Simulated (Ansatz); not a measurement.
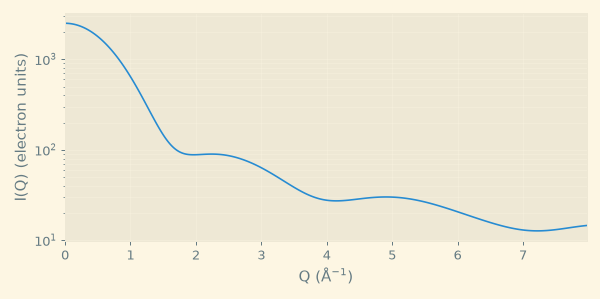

Elastic X-ray scattering of a randomly oriented, rigid molecule, calculated with the Debye equation from neutral-atom form factors (independent atoms, no Compton part, no vibration). The geometry is the end point of an optimisation (RKS LDA/STO-3G in Ansatz 0.2.0); it may be a saddle point or a higher isomer. It contains C, N, H.

### How many electrons does the independent-atom model of the molecule hold?

I(0) is the square of the electron number: I(0) = 2500, so about 50 electrons, the count of C5H13N.

### What radius of gyration does the initial fall-off give?

From I(Q) ≈ I(0) exp(−Q²R²/3) at small Q, R ≈ 2.01 Å. It is larger than the electron-weighted radius of the nuclear positions alone (1.84 Å), because each atom's electron cloud adds to it.
